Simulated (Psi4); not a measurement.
# NH2 (SMILES [NH2]): U-wB97X-D/STO-3G (sweep point 1)

Aim: the vertical ionisation energy of NH2 at U-wB97X-D/STO-3G (sweep point 1), from 2 runs. 

The calculation is run with Psi4 1.11.

### 1 Starting point

NH2 has 3 atoms, charge 0, and is taken as a doublet. As SMILES, `[NH2]`. The coordinates come from a GFN2-xTB relaxation.

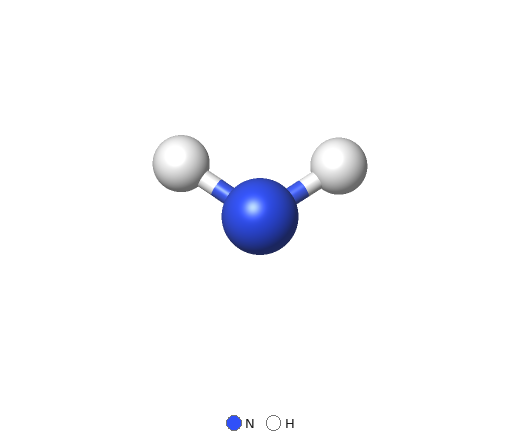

Viewed from a chosen angle; nitrogen blue, hydrogen white.

### 2 A single-point energy at U-wB97X-D/STO-3G (sweep point 1)

job.in reads:

```
memory 1600 mb

molecule m {
  0 2
  N      0.307180    -0.182210     0.151440
  H      0.155580     0.820260     0.174790
  H     -0.462760    -0.638040    -0.326220
  units angstrom
  symmetry c1
}

set {
  basis STO-3G
  reference uks
  puream true
  scf_type pk
  dft_radial_points 99
  dft_spherical_points 590
  maxiter 150
}

energy('wb97x-d')
```

Launch:

```sh
$ psi4 job.in job.out -n 1
```

job.out:

```text
[...]
  Running in c1 symmetry.
[...]
  Nuclear repulsion =    7.623248640330202
[...]
  Multiplicity = 2
[...]
  Nalpha       = 5
  Nbeta        = 4
[...]
    Number of basis functions: 7
[...]
   @UKS iter   1:   -55.09440050865062   -7.02209e-01   1.79471e-02 ADIIS/DIIS
[...]
   @UKS iter   7:   -55.10880777266854   -6.40523e-09   4.25887e-07 DIIS
[...]
   @S^2 Observed:                7.525475618E-01
[...]
    Orbital Energies [Eh]
    ---------------------
    Alpha Occupied:
       1A    -14.217464     2A     -0.911851     3A     -0.521844
       4A     -0.308083     5A     -0.294172
    Alpha Virtual:
       6A      0.455107     7A      0.547558
    Beta Occupied:
       1A    -14.203260     2A     -0.850101     3A     -0.505054
       4A     -0.258958
[...]
  @UKS Final Energy:   -55.10880777266854
   => Energetics <=
    Nuclear Repulsion Energy =              7.6232486403302024
    One-Electron Energy =                 -89.8158472547897304
    Two-Electron Energy =                  32.3470258083535285
    DFT Exchange-Correlation Energy =      -5.2631890944306559
    Empirical Dispersion Energy =          -0.0000458721318878
    VV10 Nonlocal Energy =                  0.0000000000000000
    Total Energy =                        -55.1088077726685412
[...]
 Multipole Moments:
 ------------------------------------------------------------------------------------
     Multipole            Electronic (a.u.)      Nuclear  (a.u.)        Total (a.u.)
 ------------------------------------------------------------------------------------
 L = 1.  Multiply by 2.5417464519 to convert [e a0] to [Debye]
 Dipole X            :          0.2232367           -0.8411302           -0.6178935
 Dipole Y            :         -0.1193407            0.4500467            0.3307060
 Dipole Z            :         -0.0000000            0.0000000           -0.0000000
 Magnitude           :                                                    0.7008273
[...]
```

Run time: 3.3 s. Hardware: 1 thread of Intel Xeon 6975P-C (Granite Rapids), shared host; peak memory 0.24 GiB.

### 3 The singlet cation at the same level

h2n.dat reads:

```
memory 1600 mb

molecule geom {
  1 1
  N      0.307180    -0.182210     0.151440
  H      0.155580     0.820260     0.174790
  H     -0.462760    -0.638040    -0.326220
  symmetry c1
}

set {
  basis STO-3G
  puream true
  scf_type pk
  dft_radial_points 99
  dft_spherical_points 590
}

energy("wb97x-d")
```

Launch:

```sh
$ psi4 -i h2n.dat -o h2n.out -n 1
```

h2n.out:

```text
[...]
  Running in c1 symmetry.
[...]
  Nuclear repulsion =    7.623248640330202
[...]
  Multiplicity = 1
[...]
  Nalpha       = 4
  Nbeta        = 4
[...]
    Number of basis functions: 7
[...]
   @RKS iter   1:   -54.66178905362683   -2.69598e-01   2.96123e-02 DIIS/ADIIS
[...]
   @RKS iter   6:   -54.68980692638100   -4.14008e-09   4.98504e-08 DIIS
[...]
    Orbital Energies [Eh]
    ---------------------
    Doubly Occupied:
       1A    -14.934682     2A     -1.414226     3A     -1.018663
       4A     -0.813117
[...]
  @RKS Final Energy:   -54.68980692638100
   => Energetics <=
    Nuclear Repulsion Energy =              7.6232486403302024
    One-Electron Energy =                 -84.8985229033462048
    Two-Electron Energy =                  27.5052438597764173
    DFT Exchange-Correlation Energy =      -4.9197306510095231
    Empirical Dispersion Energy =          -0.0000458721318878
    VV10 Nonlocal Energy =                  0.0000000000000000
    Total Energy =                        -54.6898069263809958
[...]
 Multipole Moments:
 ------------------------------------------------------------------------------------
     Multipole            Electronic (a.u.)      Nuclear  (a.u.)        Total (a.u.)
 ------------------------------------------------------------------------------------
 L = 1.  Multiply by 2.5417464519 to convert [e a0] to [Debye]
 Dipole X            :         -0.0197369           -0.8411302           -0.8608671
 Dipole Y            :          0.0105895            0.4500467            0.4606363
 Dipole Z            :          0.0000000            0.0000000            0.0000000
 Magnitude           :                                                    0.9763595
[...]
```

Wall time 2.3 s (1 thread of Intel Xeon 6975P-C (Granite Rapids), shared host); peak memory 0.24 GiB.

### 4 Results

Level: U-wB97X-D/STO-3G (sweep point 1).

| quantity | value |
| --- | --- |
| doublet NH2: total energy | -55.10881 Eh |
| doublet NH2: dipole moment | 1.78 D |
| doublet NH2: HOMO energy (highest over α and β) | -7.05 eV |
| doublet NH2: LUMO energy (lowest over α and β) | 3.30 eV |
| doublet NH2: dispersion energy | -0.12 kJ/mol |
| doublet NH2: ⟨S²⟩ | 0.753 |
| singlet cation: total energy | -54.68981 Eh |
| singlet cation: HOMO energy | -22.13 eV |
| singlet cation: LUMO energy | -14.05 eV |
| singlet cation: HOMO–LUMO gap | 8.08 eV |
| singlet cation: dispersion energy | -0.12 kJ/mol |
| vertical ionisation energy (to the singlet cation) | 11.402 eV |

**Reading.** Removing an electron at fixed nuclei costs 11.40 eV (263 kcal/mol). Only the singlet of the ionised species was computed; a triplet could lie lower. In a minimal basis such a difference can be off by several eV, whatever the method.
